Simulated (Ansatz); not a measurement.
**r2SCAN/def2-SVP run of CH5AlFN (SMILES C[NH][AlH][F])**

What is the energy change on altering one bond length of CH5AlFN at r2SCAN/def2-SVP? 

The results are computed with Ansatz 0.2.0.

122 further runs of the same task are left out: 122 set aside as unsound or not needed. Runs told in other sessions of the task aren't counted.

### 1 The molecule

CH5AlFN: 9 atoms, total charge 0, spin state singlet. SMILES: `C[NH][AlH][F]`. Geometry: relaxed at PBE0-D4/def2-TZVP. This is one conformer, not always the lowest.

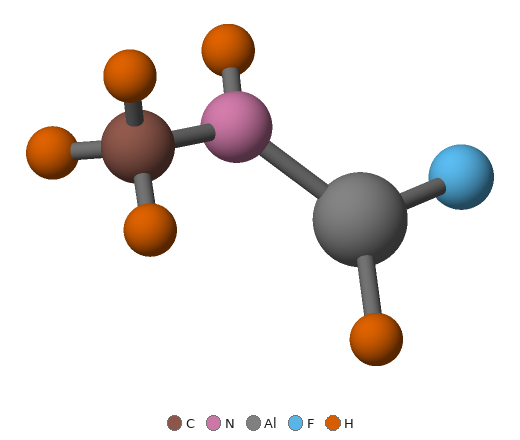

Viewed from a chosen angle; carbon brown, nitrogen pink, aluminium grey, fluorine blue, hydrogen orange.

### 2 The energy at r2SCAN/def2-SVP

The input, job.yaml:

```yaml
crystal:
  periodic: [false, false, false]
  atoms:
    - symbol: C
      position_ang: [-0.498500, 0.834500, -0.836100]
    - symbol: "N"
      position_ang: [-0.009500, -0.442400, -0.359300]
    - symbol: Al
      position_ang: [0.650300, -0.801700, 1.230200]
    - symbol: F
      position_ang: [1.143100, -2.349500, 1.529300]
    - symbol: H
      position_ang: [-1.557500, 0.796500, -1.116400]
    - symbol: H
      position_ang: [-0.401400, 1.589000, -0.050800]
    - symbol: H
      position_ang: [0.064700, 1.198400, -1.703100]
    - symbol: H
      position_ang: [-0.081000, -1.165900, -1.058800]
    - symbol: H
      position_ang: [0.778300, 0.294800, 2.347800]
basis:
  gaussian: {orbitals: def2-SVP}
accuracy: high
hamiltonian: {xc: {name: r2SCAN}}
output: {orbitals: {seedname: orbitals}}
```

Launch:

```console
$ ansatz run job.yaml --threads 1 --pin off --max-ram 2610MiB --events-out events.jsonl --progress --plain --runs-dir runs
```

Output:

```text
Warning: RAYON_NUM_THREADS=1 ignored (pool sized by the plan → 1); use --threads N
Functional definition: r2SCAN
  name "r2SCAN"
  parameter k0 = 0.174
  parameter k1 = 0.065
  parameter a1 = 4.9479
  exchange = r2scan_x(k0 = k0, k1 = k1, a1 = a1)
  correlation = r2scan_c
1942 factors; integrals over basis functions are off by at most 8.1e-9 eV
mean field evaluation 1: about -11905.8203 eV, gradient 6.7e1 eV
mean field evaluation 2: about -11875.6120 eV, gradient 1.2e2 eV
mean field evaluation 4: about -11915.1197 eV, gradient 1.0e1 eV
mean field evaluation 8: about -11915.2896 eV, gradient 8.1e-1 eV
mean field evaluation 16: about -11915.2911 eV, gradient 2.2e-5 eV
mean field -11915.29107363 eV, -437.8788704815 hartree, gradient 9.4e-8 eV, S^2 0.000000; 0 other end points of the search recorded, 0 dependent functions left out
reference -11915.29107454 eV, -437.8788705149 hartree; 20, 20 occupied and 65, 65 virtual orbitals, 1942 factors
Total energy: -11915.29107454 eV, -437.8788705149 hartree
```

Run time: 11 s. Hardware: 1 thread of Arm Neoverse V2, shared host; peak memory 0.28 GiB.

### 3 The distorted shape

The input, input.yaml:

```yaml
crystal:
  periodic: [false, false, false]
  atoms:
    - {symbol: C, position_ang: [-0.572416, 1.066656, -0.880962]}
    - {symbol: N, position_ang: [-0.083416, -0.210244, -0.404162]}
    - {symbol: Al, position_ang: [0.576384, -0.569544, 1.185338]}
    - {symbol: F, position_ang: [1.143100, -2.349500, 1.529300]}
    - {symbol: H, position_ang: [-1.631416, 1.028656, -1.161262]}
    - {symbol: H, position_ang: [-0.475316, 1.821156, -0.095662]}
    - {symbol: H, position_ang: [-0.009216, 1.430556, -1.747962]}
    - {symbol: H, position_ang: [-0.154916, -0.933744, -1.103662]}
    - {symbol: H, position_ang: [0.704384, 0.526956, 2.302938]}
basis:
  gaussian: {orbitals: def2-SVP}
hamiltonian: {xc: r2scan}
accuracy: high
output: {orbitals: {seedname: orbitals}}
```

Launch:

```console
$ ansatz run input.yaml --threads 1 --pin off --max-ram 2610MiB --events-out events.jsonl --progress --plain --runs-dir runs
```

Output:

```text
Warning: RAYON_NUM_THREADS=1 ignored (pool sized by the plan → 1); use --threads N
[... 7 set-up lines as earlier in the session ...]
1937 factors; integrals over basis functions are off by at most 7.6e-9 eV
mean field evaluation 1: about -11904.9806 eV, gradient 6.8e1 eV
mean field evaluation 2: about -11870.6457 eV, gradient 1.3e2 eV
mean field evaluation 4: about -11914.5404 eV, gradient 1.1e1 eV
mean field evaluation 8: about -11914.7472 eV, gradient 1.6e-1 eV
mean field evaluation 16: about -11914.7473 eV, gradient 9.5e-6 eV
mean field -11914.74728192 eV, -437.8588865047 hartree, gradient 4.3e-8 eV, S^2 0.000000; 0 other end points of the search recorded, 0 dependent functions left out
reference -11914.74728280 eV, -437.8588865372 hartree; 20, 20 occupied and 65, 65 virtual orbitals, 1937 factors
Total energy: -11914.74728280 eV, -437.8588865372 hartree
```

Wall time 12 s (1 thread of Arm Neoverse V2, shared host); peak memory 0.27 GiB.

### 4 What came out

At r2SCAN/def2-SVP:

```
                                                          quantity          value
                                         first shape: total energy  -437.87887 Eh
                                          first shape: HOMO energy       -5.84 eV
                                          first shape: LUMO energy       -0.35 eV
                                        first shape: HOMO–LUMO gap        5.49 eV
                                     distorted shape: total energy  -437.85889 Eh
                                      distorted shape: HOMO energy       -6.09 eV
                                      distorted shape: LUMO energy       -0.75 eV
                                    distorted shape: HOMO–LUMO gap        5.34 eV
energy change with the Al3–F4 bond stretched from 1.652 to 1.899 Å       0.544 eV
```

With the Al3–F4 bond stretched from 1.652 to 1.899 Å the energy rises by 0.54 eV (12.5 kcal/mol). The first shape isn't relaxed at this level, so the change isn't measured from a minimum.
